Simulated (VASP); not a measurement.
**SrMoO4: structure and properties in VASP**

How well does PBEsol reproduce what experiment finds for SrMoO4? The cell is relaxed first, and properties follow on it. The steps: relaxing cell and atoms (PBEsol), second relaxation, density, ELF and potential (PBEsol), bands along the symmetry lines (PBEsol), total and projected DOS (PBEsol), volume scan with PBEsol, fit for PBEsol, response to an electric field (PBEsol), optical spectrum (PBEsol) and self-consistent run (PBEsol), changed input. The start is a cell from a database of measured crystal structures.

Calculated with VASP 6.6.1; PBEsol; plane waves and PAW (Sr_sv, Mo_sv, O).

**Measured values to reproduce.**

“High-pressure x-ray diffraction study of SrMoO4 and pressure-induced structural changes” (2007, arxiv:0708.0028) reports for SrMoO4, scheelite, by laboratory powder x-ray diffraction, Cu K-alpha (powder ground from Czochralski-grown single crystal): lattice constant a (a of tetragonal cell) 5.394 ± 0.005 Å; lattice constant c (c of tetragonal cell) 12.019 ± 0.009 Å.

This is a report of a sequence of runs, with most program output left out.

## (1) The structure

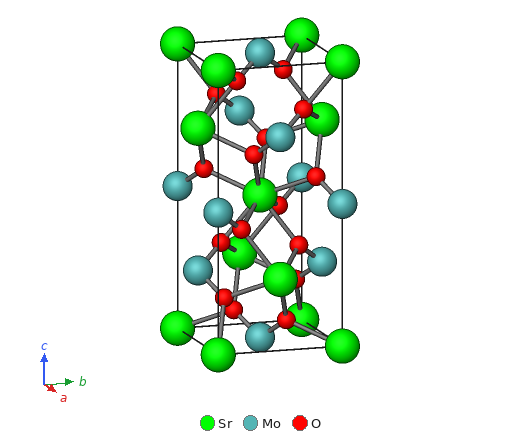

Start, viewed slightly off an axis; strontium green, molybdenum teal, oxygen red. This picture shows the conventional cell, with its axes. Some periodic images of atoms are drawn too.

Coordinates:

```cif
data_structure
_symmetry_space_group_name_H-M 'P 1'
_symmetry_Int_Tables_number 1
_cell_length_a 5.4026
_cell_length_b 5.4026
_cell_length_c 7.1303
_cell_angle_alpha 112.262
_cell_angle_beta 112.262
_cell_angle_gamma 90.000
_cell_volume 175.73
loop_
_atom_site_label
_atom_site_type_symbol
_atom_site_fract_x
_atom_site_fract_y
_atom_site_fract_z
_atom_site_occupancy
Sr1 Sr 0.75000 0.25000 0.50000 1
Sr2 Sr 0.00000 0.00000 0.00000 1
Mo3 Mo 0.25000 0.75000 0.50000 1
Mo4 Mo 0.50000 0.50000 0.00000 1
O5 O 0.09690 0.69229 0.65740 1
O6 O 0.44229 0.81050 0.15740 1
O7 O 0.56050 0.96511 0.65740 1
O8 O 0.71511 0.34690 0.15740 1
O9 O 0.65310 0.55771 0.84260 1
O10 O 0.30771 0.43950 0.34260 1
O11 O 0.18950 0.28489 0.84260 1
O12 O 0.03489 0.90310 0.34260 1
```

## (2) Relaxing cell and atoms (PBEsol)

Properties are meant for the cell that this level of theory prefers, so cell and atoms are relaxed first (ISIF = 3) until forces and stress are small; EDIFFG sets the threshold. PBEsol restores the gradient expansion of exchange and is tuned for the cells of solids.

INCAR

```
SYSTEM = SrMoO4
PREC = Accurate
ENCUT = 520
EDIFF = 1E-06
NELM = 100
ISMEAR = 0
SIGMA = 0.05
LREAL = .FALSE.
ALGO = Normal
GGA = PS
NBANDS = 60
LASPH = .TRUE.
LORBIT = 11
LWAVE = .FALSE.
LCHARG = .FALSE.
KPAR = 8
IBRION = 2
NSW = 60
ISIF = 3
EDIFFG = -0.01
```

POSCAR

```
SrMoO4
1.0
   -5.4026470000      0.0000000000      0.0000000000
    0.0000000000      5.4026470000      0.0000000000
    2.7013235000     -2.7013235000     -6.0205600000
Sr Mo O
2 2 8
Direct
    0.7500000000      0.2500000000      0.5000000000
    0.0000000000      0.0000000000      0.0000000000
    0.2500000000      0.7500000000      0.5000000000
    0.5000000000      0.5000000000      0.0000000000
    0.0969000000      0.6922900000      0.6574000000
    0.4422900000      0.8105000000      0.1574000000
    0.5605000000      0.9651100000      0.6574000000
    0.7151100000      0.3469000000      0.1574000000
    0.6531000000      0.5577100000      0.8426000000
    0.3077100000      0.4395000000      0.3426000000
    0.1895000000      0.2848900000      0.8426000000
    0.0348900000      0.9031000000      0.3426000000
```

KPOINTS

```
Automatic mesh
0
Gamma
6 6 6
0 0 0
```

The projector-augmented-wave data sets are Sr_sv, Mo_sv and O (PBE family, release 64).

Command:

```sh
$ mpirun -np 8 vasp_std
```

It took 9.5 min on 8 MPI ranks of Intel Xeon Platinum 8259CL at 2.50GHz (Skylake/Cascade Lake), shared host; peak memory 4.5 GiB.

The gap is read on the k-mesh alone, so it is an upper bound where the band edges lie off the mesh. The PAW data sets were made with PBE, which is usual practice but a small mismatch for other functionals. The run keeps the 8 symmetry operations of its start, so it cannot find a distortion of lower symmetry.

Relaxation path:

```
step  energy less that of the first step (eV)  largest force (eV/Å)  pressure (GPa)  volume (Å³)
   1                                   0.0000                2.2095            6.86       175.73
   2                                   1.7960                3.6147          -19.03       192.16
   3                                  -0.3228                0.1229           -2.30       179.87
   4                                  -0.3239                0.2092           -1.88       179.65
   5                                  -0.3239                0.2405           -1.71       179.57
   6                                  -0.3677                0.1639           -0.76       176.29
   7                                  -0.3832                0.0880            0.31       173.11
   8                                  -0.3832                0.0853            0.33       172.98
   9                                  -0.3813                0.1997           -0.82       173.42
  10                                  -0.3840                0.0516           -0.07       173.14
  11                                  -0.3850                0.0394           -0.05       173.11
  12                                  -0.3865                0.0097            0.01       173.01
  13                                  -0.3865                0.0122            0.02       172.99
  14                                  -0.3867                0.0103           -0.02       173.06
  15                                  -0.3868                0.0105           -0.05       173.09
  16                                  -0.3866                0.0444            0.20       172.92
  17                                  -0.3868                0.0099            0.01       173.04
```

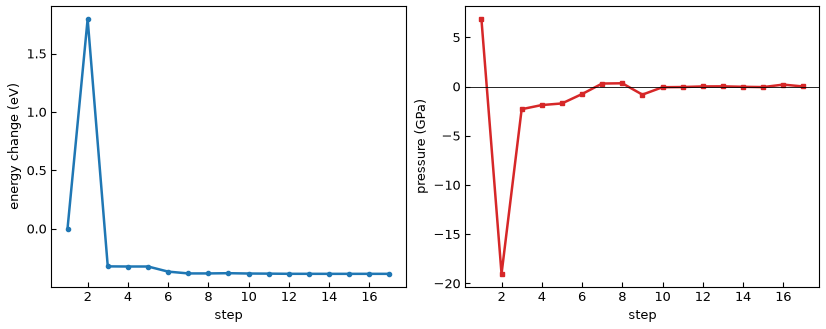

Energy and pressure along the relaxation.

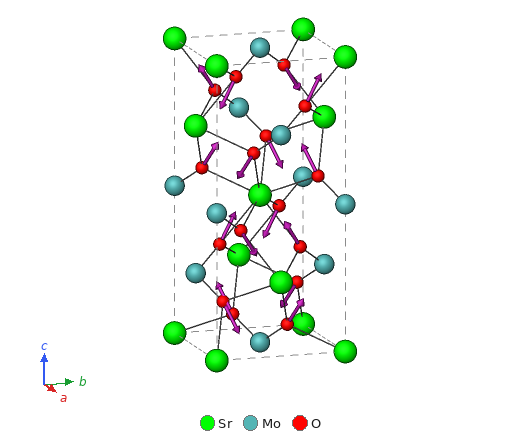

Displacements in the relaxation, exaggerated, measured against the changing cell; the longest in the cell stands for 0.05 Å. Some periodic images of atoms are drawn too.

```
conventional cell, symmetrised  before   after  change
                         a (Å)   5.403   5.390  -0.2 %
                         b (Å)   5.403   5.390  -0.2 %
                         c (Å)  12.041  11.911  -1.1 %
              volume (Å³/atom)   14.64   14.42  -1.5 %
```

The atoms that moved most (Å, as changes of fractional coordinates times the final cell):

```
atom      dx      dy      dz  length
 O11   0.029  -0.015   0.043   0.054
  O7  -0.029   0.015  -0.043   0.054
 O10  -0.015  -0.029   0.043   0.054
  O6   0.015   0.029  -0.043   0.054
 O12   0.015   0.029   0.043   0.054
  O8  -0.015  -0.029  -0.043   0.054
  O5   0.029  -0.015  -0.043   0.054
  O9  -0.029   0.015   0.043   0.054
```

Final coordinates:

```cif
data_structure
_symmetry_space_group_name_H-M 'P 1'
_symmetry_Int_Tables_number 1
_cell_length_a 5.3904
_cell_length_b 5.3904
_cell_length_c 7.0707
_cell_angle_alpha 112.407
_cell_angle_beta 112.407
_cell_angle_gamma 90.000
_cell_volume 173.04
loop_
_atom_site_label
_atom_site_type_symbol
_atom_site_fract_x
_atom_site_fract_y
_atom_site_fract_z
_atom_site_occupancy
Sr1 Sr 0.75000 0.25000 0.50000 1
Sr2 Sr 0.00000 0.00000 0.00000 1
Mo3 Mo 0.25000 0.75000 0.50000 1
Mo4 Mo 0.50000 0.50000 0.00000 1
O5 O 0.09513 0.69308 0.66456 1
O6 O 0.44308 0.81943 0.16456 1
O7 O 0.56943 0.97148 0.66456 1
O8 O 0.72148 0.34513 0.16456 1
O9 O 0.65487 0.55692 0.83544 1
O10 O 0.30692 0.43057 0.33544 1
O11 O 0.18057 0.27852 0.83544 1
O12 O 0.02852 0.90487 0.33544 1
```

This step gave:

- electrons: 96
- bands: 60
- irreducible k-points: 36
- symmetry operations: 8
- free energy (TOTEN): -100.0440 eV
- Fermi energy: 1.780 eV
- pressure: 0.008590 GPa
- metallic: no
- valence top at k: 0, 0, 0
- conduction bottom at k: 0, 0, 0
- least direct gap at k: 0, 0, 0
- SCF cycles over all ionic steps: 133
- gap on the k-mesh: 3.699 eV
- least direct gap on the k-mesh: 3.699 eV

It ends with a largest force of 0.010 eV/Å and a pressure of 0.01 GPa. The volume lies -1.5 % from that of the database's start, which holds the thermal and zero-point expansion of its experiment.

## (3) Second relaxation

The basis stayed that of the start cell while the cell moved. A rerun from the cell reached resets it; the error of the finite cutoff stays.

INCAR is that of step 2.

POSCAR

```
SrMoO4
1.0
   -5.3904026658      0.0000000004      0.0000000000
    0.0000000004      5.3904026658      0.0000000000
    2.6952013327     -2.6952013331     -5.9554106062
Sr Mo O
2 2 8
Direct
    0.7500000000      0.2500000000      0.5000000000
    0.0000000000      0.0000000000      0.0000000000
    0.2500000000      0.7500000000      0.5000000000
    0.5000000000      0.5000000000      0.0000000000
    0.0951263156      0.6930795926      0.6645611224
    0.4430795926      0.8194348068      0.1645611224
    0.5694348068      0.9714815298      0.6645611224
    0.7214815298      0.3451263156      0.1645611224
    0.6548736844      0.5569204074      0.8354388776
    0.3069204074      0.4305651932      0.3354388776
    0.1805651932      0.2785184702      0.8354388776
    0.0285184702      0.9048736844      0.3354388776
```

KPOINTS is that of step 2.

Command:

```sh
$ mpirun -np 8 vasp_std
```

It took 97 s on 8 MPI ranks; peak memory 4.4 GiB.

Little changed from the start: no atom moved by 0.005 Å and no cell edge by 0.1 %.

Numbers from this step:

| Item | Value |
| --- | --- |
| free energy (TOTEN) | -100.0407 eV |
| Fermi energy | 1.779 eV |
| pressure | -0.04518 GPa |
| SCF cycles over all ionic steps | 22 |
| gap on the k-mesh | 3.696 eV |
| least direct gap on the k-mesh | 3.696 eV |

It ends with a largest force of 0.009 eV/Å and a pressure of -0.05 GPa. The volume moved by only 0.01 %, so the volume is settled.

## (4) Density, ELF and potential (PBEsol)

A single point on the relaxed cell gives a clean self-consistent state, with density, ELF and potential written out.

INCAR, as its differences from that of step 3:

```diff
@@ -14,7 +14,5 @@
 LWAVE = .FALSE.
-LCHARG = .FALSE.
-KPAR = 8
-IBRION = 2
-NSW = 60
-ISIF = 3
-EDIFFG = -0.01
+LCHARG = .TRUE.
+ISIF = 2
+LELF = .TRUE.
+LVHAR = .TRUE.
```

POSCAR

```
SrMoO4
1.0
   -5.3904756606      0.0000000003      0.0000000000
    0.0000000003      5.3904756606      0.0000000000
    2.6952378301     -2.6952378305     -5.9558744460
Sr Mo O
2 2 8
Direct
    0.7500000000      0.2500000000      0.5000000000
    0.0000000000      0.0000000000      0.0000000000
    0.2500000000      0.7500000000      0.5000000000
    0.5000000000      0.5000000000      0.0000000000
    0.0951284501      0.6930333090      0.6645803170
    0.4430333090      0.8194518669      0.1645803170
    0.5694518669      0.9715470080      0.6645803170
    0.7215470080      0.3451284501      0.1645803170
    0.6548715499      0.5569666910      0.8354196830
    0.3069666910      0.4305481331      0.3354196830
    0.1805481331      0.2784529920      0.8354196830
    0.0284529920      0.9048715499      0.3354196830
```

KPOINTS is that of step 3.

Command:

```sh
$ mpirun -np 8 vasp_std
```

Run time: 66 s. Hardware: 8 MPI ranks; peak memory 1.8 GiB; 8.7 min of CPU time.

This step gave:

```
SCF cycles   : 15
bands        : 64
Fermi energy : 1.951 eV
pressure     : -0.04287 GPa
```

Valence electrons inside each PAW sphere by angular momentum. Sphere charges, by row:

```
atom  s (e)  p (e)  d (e)  tot (e)
 Sr1  1.998  5.768  0.192    7.958
 Sr2  1.998  5.768  0.192    7.958
 Mo3  2.464  6.365  4.047    12.88
 Mo4  2.464  6.365  4.047    12.88
  O5  1.577  3.438      0    5.015
  O6  1.577  3.438      0    5.015
  O7  1.577  3.438      0    5.015
  O8  1.577  3.438      0    5.015
  O9  1.577  3.438      0    5.015
 O10  1.577  3.438      0    5.015
 O11  1.577  3.438      0    5.015
 O12  1.577  3.438      0    5.015
```

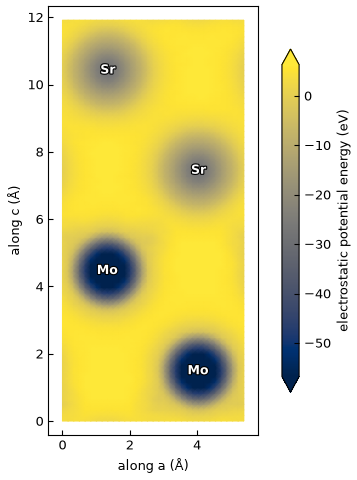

Electrostatic potential energy in the ac plane of the conventional cell at fractional y = 0.000, with atoms of Sr and Mo within 0.2 Å of it. With pseudopotentials it is smooth inside the atoms' cores, unlike the true potential. The map starts off the cell's origin, so that atoms lie inside it.

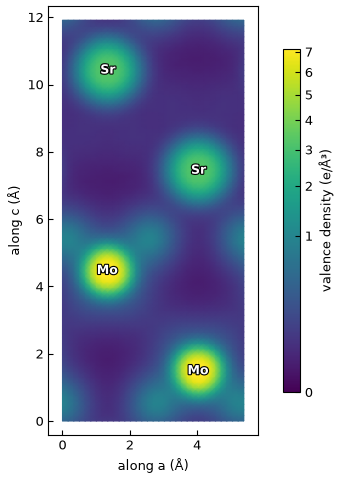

Valence density in the ac plane of the conventional cell at fractional y = 0.000, with atoms of Sr and Mo within 0.2 Å of it. It is the smooth field of the valence electrons, not physical close to the nuclei. The map starts off the cell's origin, so that atoms lie inside it. The colour scale is stretched toward low values.

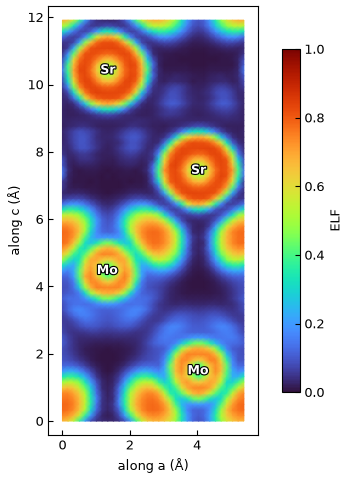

ELF in the ac plane of the conventional cell at fractional y = 0.000, with atoms of Sr and Mo within 0.2 Å of it. It is the smooth field of the valence electrons, not physical close to the nuclei. The map starts off the cell's origin, so that atoms lie inside it.

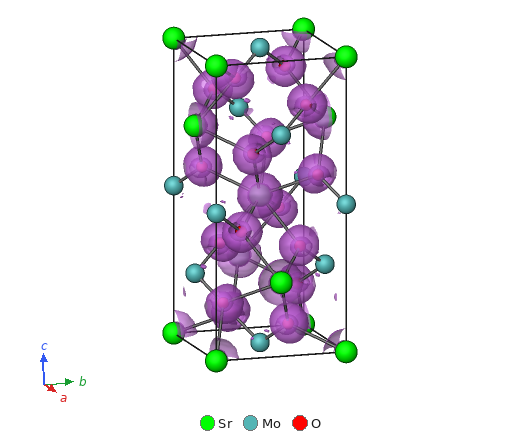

Surface of ELF = 0.77.

In this run the pressure is -0.04 GPa, small enough to go on.

## (5) Bands along the symmetry lines (PBEsol)

The mesh alone shows little of the dispersion and can miss band extrema, so KPOINTS_OPT adds a path through the symmetry points after the self-consistent cycle.

INCAR

```
SYSTEM = SrMoO4
PREC = Accurate
ENCUT = 520
EDIFF = 1E-06
NELM = 100
ISMEAR = 0
SIGMA = 0.05
LREAL = .FALSE.
ALGO = Normal
GGA = PS
NBANDS = 76
LASPH = .TRUE.
LORBIT = 11
LWAVE = .FALSE.
LCHARG = .FALSE.
KPAR = 8
```

POSCAR is that of step 4.

KPOINTS is that of step 4.

KPOINTS_OPT

```
Line mode
12
Line-mode
Reciprocal
  0.00000000   0.00000000   0.00000000 GAMMA
 -0.50000000   0.50000000   0.00000000 X

 -0.50000000   0.50000000   0.00000000 X
 -0.39760633   0.60239367  -0.10239367 Y

 -0.39760633   0.60239367  -0.10239367 Y
  0.00000000   0.60239367  -0.30119684 S

  0.00000000   0.60239367  -0.30119684 S
  0.00000000   0.00000000   0.00000000 GAMMA

  0.00000000   0.00000000   0.00000000 GAMMA
  0.00000000   0.00000000   0.50000000 Z

  0.00000000   0.00000000   0.50000000 Z
  0.00000000   0.39760633   0.30119684 S1

  0.00000000   0.39760633   0.30119684 S1
  0.00000000   0.50000000   0.00000000 N

  0.00000000   0.50000000   0.00000000 N
 -0.50000000   0.50000000   0.25000000 P

 -0.50000000   0.50000000   0.25000000 P
 -0.39760633   0.39760633   0.50000000 Y1

 -0.39760633   0.39760633   0.50000000 Y1
  0.00000000   0.00000000   0.50000000 Z

 -0.50000000   0.50000000   0.00000000 X
 -0.50000000   0.50000000   0.25000000 P
```

Command:

```sh
$ mpirun -np 8 vasp_std
```

Run time: 3.3 min. Hardware: 8 MPI ranks; peak memory 6.4 GiB; 27 min of CPU time.

Spin-orbit coupling is off here; it would split degenerate levels. The cell is typed on its shortest vectors, so the axes of tensors and the coordinates of k-points follow the printed cell and not the standard setting.

This step gave:

* bands: 76
* Fermi energy: 2.006 eV
* pressure: -0.04598 GPa
* least gap on mesh and path: 3.696 eV
* least direct gap on mesh and path: 3.696 eV

The electronic bands at the labelled points (eV, zero at the valence-band top; v1 is the highest filled band, c1 the lowest empty one):

```
    point     v4     v3     v2     v1    c1    c2    c3    c4
        Γ  -0.72  -0.31   0.00   0.00  3.70  4.02  4.34  4.37
        X  -0.46  -0.46  -0.39  -0.39  3.96  3.96  4.41  4.41
        Y  -0.50  -0.42  -0.32  -0.31  3.91  4.08  4.35  4.37
        S  -0.52  -0.40  -0.24  -0.12  4.08  4.09  4.21  4.26
        Γ  -0.72  -0.31   0.00   0.00  3.70  4.02  4.34  4.37
        Z  -0.38  -0.38  -0.08  -0.08  3.85  3.85  4.07  4.07
       S1  -0.52  -0.40  -0.24  -0.12  4.08  4.09  4.21  4.26
        N  -0.52  -0.48  -0.27  -0.20  4.05  4.16  4.21  4.38
        P  -0.43  -0.43  -0.42  -0.42  3.96  3.96  4.40  4.40
       Y1  -0.50  -0.42  -0.32  -0.31  3.91  4.08  4.35  4.37
        Z  -0.38  -0.38  -0.08  -0.08  3.85  3.85  4.07  4.07
jump to X  -0.46  -0.46  -0.39  -0.39  3.96  3.96  4.41  4.41
        P  -0.43  -0.43  -0.42  -0.42  3.96  3.96  4.40  4.40
```

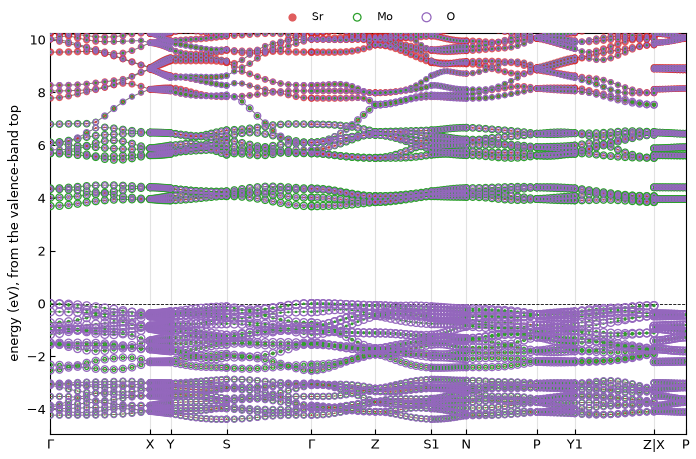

Electronic bands along the path; dots are coloured as in the legend, and their area grows with the weight.

The path finds the gap of the mesh within 0.02 eV, so the mesh comes close to both band edges.

## (6) Total and projected DOS (PBEsol)

Here the states are counted by energy and projected on the atoms. The mesh is finer than in the run before.

INCAR, as its differences from that of step 5:

```diff
@@ -5,3 +5,3 @@
 NELM = 100
-ISMEAR = 0
+ISMEAR = -5
 SIGMA = 0.05
@@ -16 +16,2 @@
 KPAR = 8
+NEDOS = 2001
```

POSCAR is that of step 5.

KPOINTS

```
Automatic mesh
0
Gamma
8 8 8
0 0 0
```

Command:

```sh
$ mpirun -np 8 vasp_std
```

Run time: 2.3 min. Hardware: 8 MPI ranks; peak memory 6.9 GiB.

This step gave:

* irreducible k-points: 78
* free energy (TOTEN): -100.0408 eV
* Fermi energy: 1.580 eV
* pressure: -0.04570 GPa

The density of states has structure finer than the step of the table below, so its rows give means over 1 eV, whole bins alone (the curve runs from -12.0 to 5.80 eV). Peaks (eV: height): total -3.2: 23.8, -1.6: 19.0, -0.3: 18.8, 4.2: 19.3; O p -3.2: 11.2, -1.6: 11.5, -0.5: 12.1, -0.3: 13.4; Mo d -3.5: 5.92, -3.2: 7.94, 4.2: 11.0, 4.4: 7.26; Mo p -1.6: 0.836, -1.1: 0.365, -0.2: 0.260, 5.6: 0.56; Sr d -1.6: 0.219, 3.9: 0.318, 4.2: 0.318, 5.6: 0.660.

States under -12.0 eV and over 5.8 eV are left out. Density of states against energy, zero at the valence-band top; means over each step; values in states/eV/cell:

```
energy (eV)  total     O p    Mo d    Mo p    Sr d     Mo s      O s
         -5      0       0       0       0       0        0        0
         -4   10.9    4.74    3.46  0.0204  0.0651   0.0188   0.0772
         -3   9.22    4.30    3.02  0.0510  0.0571   0.0476   0.0993
         -2   8.85    5.32   0.302   0.255  0.0924    0.531   0.0729
         -1   12.2    8.05   0.173   0.233   0.118   0.0314   0.0390
          0   6.79    4.84  0.0469  0.0961  0.0289   0.0103   0.0116
          1      0       0       0       0       0        0        0
          2      0       0       0       0       0        0        0
          3      0       0       0       0       0        0        0
          4   7.94    1.94    4.54  0.0119   0.130  0.00706  0.00975
          5  0.321  0.0589   0.146  0.0123  0.0142   1.8e-4  0.00497
```

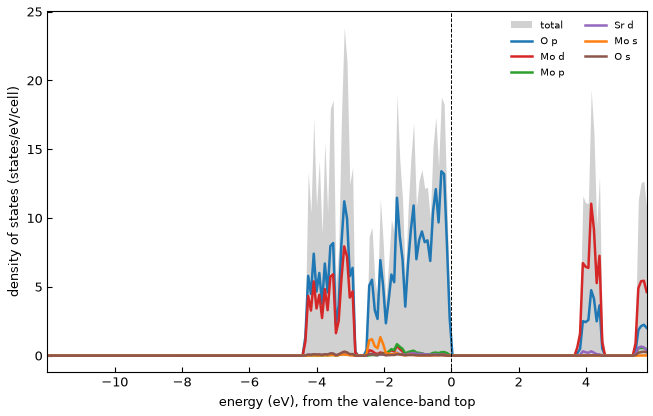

Density of states, plotted against energy.

The gap on this mesh is 3.70 eV. In the top eV of the valence band the largest shares in the PAW spheres are O p 70 %. The rest lies in smaller channels or between the spheres.

## (7) Volume scan with PBEsol, volume scale 0.94

An equation of state needs energies on both sides of the minimum, all on one mesh and cutoff.

INCAR

```
SYSTEM = SrMoO4
PREC = Accurate
ENCUT = 520
EDIFF = 1E-06
NELM = 100
ISMEAR = 0
SIGMA = 0.05
LREAL = .FALSE.
ALGO = Normal
GGA = PS
NBANDS = 60
LASPH = .TRUE.
LORBIT = 11
LWAVE = .FALSE.
LCHARG = .FALSE.
KPAR = 8
ISIF = 2
```

POSCAR, as its differences from that of step 6:

```diff
@@ -2,5 +2,5 @@
 1.0
-   -5.3904756606      0.0000000003      0.0000000000
-    0.0000000003      5.3904756606      0.0000000000
-    2.6952378301     -2.6952378305     -5.9558744460
+   -5.2804350765      0.0000000003      0.0000000000
+    0.0000000003      5.2804350765      0.0000000000
+    2.6402175381     -2.6402175384     -5.8342918726
 Sr Mo O
```

KPOINTS

```
Automatic mesh
0
Gamma
6 6 6
0 0 0
```

Command:

```sh
$ mpirun -np 8 vasp_std
```

It took 62 s on 8 MPI ranks; peak memory 4 GiB; 8.1 min of CPU time.

The scan keeps the cell's shape and the fractional positions fixed.

Numbers from this step:

```
bands                          : 60
irreducible k-points           : 36
free energy (TOTEN)            : -99.6870 eV
Fermi energy                   : 2.441 eV
pressure                       : 11.14 GPa
gap on the k-mesh              : 3.994 eV
least direct gap on the k-mesh : 3.994 eV
```

Force by atom:

```
atom  x (eV/Å)  y (eV/Å)  z (eV/Å)  size
 Sr1      0.00      0.00      0.00  0.00
 Sr2      0.00      0.00      0.00  0.00
 Mo3      0.00      0.00      0.00  0.00
 Mo4      0.00      0.00      0.00  0.00
  O5      1.05     -0.65     -0.84  1.49
  O6      0.65      1.05     -0.84  1.49
  O7     -1.05      0.65     -0.84  1.49
  O8     -0.65     -1.05     -0.84  1.49
  O9     -1.05      0.65      0.84  1.49
 O10     -0.65     -1.05      0.84  1.49
 O11      1.05     -0.65      0.84  1.49
 O12      0.65      1.05      0.84  1.49
```

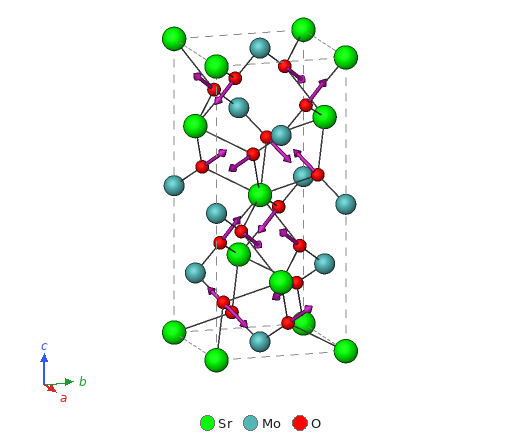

Force as arrows, the longest 1.49 eV/Å. Some periodic images of atoms are drawn too.

The pressure here is 11.14 GPa.

(Part 1 of 2 ends here.)

[Lines on the potential files, build, host, timing and source positions are cut from VASP's logs without a mark.]

[Logs are printed without paths, hosts, clocks, repeated set-up lines and the standing remarks that a program may print on its own settings, such as how far it seeks lower states.]

[Hosts, paths, dates, database ids (printed as entryN), source tags and the programs' standing remarks are cut or masked in the printed files.]

[A measured line is paired with the nearest computed mode of its activity, which favours agreement.]
